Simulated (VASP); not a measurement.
Band structure of Sc₃InN (space group Pm-3m). Calculation: LDA (Ceperley-Alder, Perdew-Zunger), VASP's LDA PAW potentials (set 64) (plane waves; VASP 6.6.1).

Unless said otherwise, spin-orbit coupling is left out, though it shifts the bands of the heavy elements here.

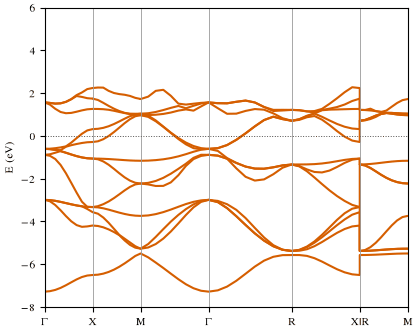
Figure: Bands along high-symmetry lines, zero at the valence-band maximum or, without a gap, the Fermi level

Read the plot: is there a gap, and where are the band edges?

It has no gap at this level: it comes out as a metal or semimetal.

The structure comes from a measured Sc3InN entry of the Crystallography Open Database, whose conditions weren't checked. The cell was not relaxed at this level. The electron count is odd and the run is not spin-polarised, which forces a metal.
